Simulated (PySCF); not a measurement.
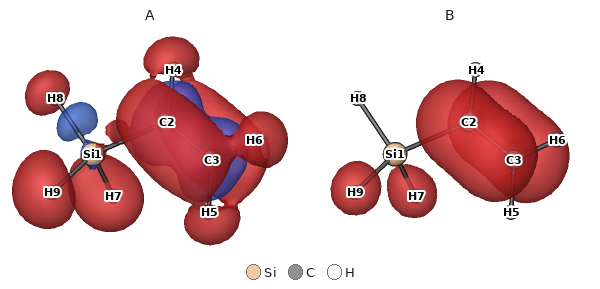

Figure. Si(vinyl)H3 (C2H6Si). The Fukui function f⁻ from two separate SCF calculations and the density of the HOMO, at ±0.02 e/Å³ (red positive, blue negative).

Level of theory: TPSS/def2-SVPD (PySCF), at a geometry from GFN2-xTB. No frequency check shows the geometry to be a minimum.

Input

```python
import numpy as np
from pyscf import gto, scf, dft
from pyscf.scf import atom_ks, atom_hf
from scipy.linalg import block_diag

def solve(mol, dm0=None, hcore=None):
    mf = (dft.UKS if mol.spin else dft.RKS)(mol, xc='tpss')
    mf.grids.level = 3
    mf = mf.density_fit(auxbasis='def2-universal-jkfit')
    mf.conv_tol, mf.max_cycle = 1e-8, 80
    if hcore is not None:
        mf.get_hcore = lambda *args: hcore
    mf.kernel(dm0)
    if not mf.converged:
        mf = mf.newton().run(mf.mo_coeff, mf.mo_occ, max_cycle=30)
    assert mf.converged, 'SCF not converged'
    return mf

mol = gto.M(atom='''
Si    -1.09209    -0.07633    -0.00001
C      0.69563     0.51949     0.00011
C      1.74936    -0.28182    -0.00032
H      0.87193     1.58897     0.00076
H      1.64366    -1.35542     0.00084
H      2.76515     0.08659     0.00011
H     -1.33911    -0.90444    -1.18304
H     -1.97122     1.09468    -0.02275
H     -1.35101    -0.86780     1.20544
''', basis='def2-svpd', charge=0, spin=0, verbose=4)
mf = solve(mol)
out = dict(e0=mf.e_tot, dm0=mf.make_rdm1(), c=mf.mo_coeff, occ=mf.mo_occ, eps=mf.mo_energy)
for name, dq, spin in [('cation', 1, 1), ('anion', -1, 1)]:
    ion = mol.copy().set(charge=mol.charge + dq, spin=spin).build()
    mi = solve(ion)
    if spin and dq > 0 and mol.nao < 130:
        c, _, stable, _ = mi.stability(return_status=True)
        if not stable:
            mi = solve(ion, mi.make_rdm1(c, mi.mo_occ))
    print(name, 'vertical energy change / eV', (mi.e_tot - mf.e_tot) * 27.211386)
    out.update({'e_' + name: mi.e_tot, 'dm_' + name: mi.make_rdm1(), 's2_' + name: mi.spin_square()[0], 'eps_' + name: mi.mo_energy, 'occ_' + name: mi.mo_occ})
# spherically averaged free atoms, for the promolecule
atm = atom_ks.get_atm_nrks(mol, xc='tpss')
pro = block_diag(*[(atm[a[0]][2] * atm[a[0]][3]) @ atm[a[0]][2].T for a in mol._atom])
np.savez('result.npz', pro=pro, **out)
```

Run with:

```sh
OMP_NUM_THREADS=1 python input.py
```

The run took 6.8 min on 1 thread of Intel(R) Xeon(R) Platinum 8488C (Sapphire Rapids), with other jobs on the host, peak memory 0.68 GiB.

Partitions, critical points and surface values were worked out afterwards from this run's density.

> Which panel is which, and how good is the frozen-orbital picture?

A is f⁻ (it has negative regions), B the HOMO density. The HOMO lies on C3 (39 %), C2 (37 %) and Si1 (8 %); f⁻ (Hirshfeld-condensed) is largest on C3 (0.22), C2 (0.19) and Si1 (0.13); the vertical ionisation energy is 10.01 eV. Relaxation shifts 35 % of the electron between atoms. The orbital energy is −6.84 eV.
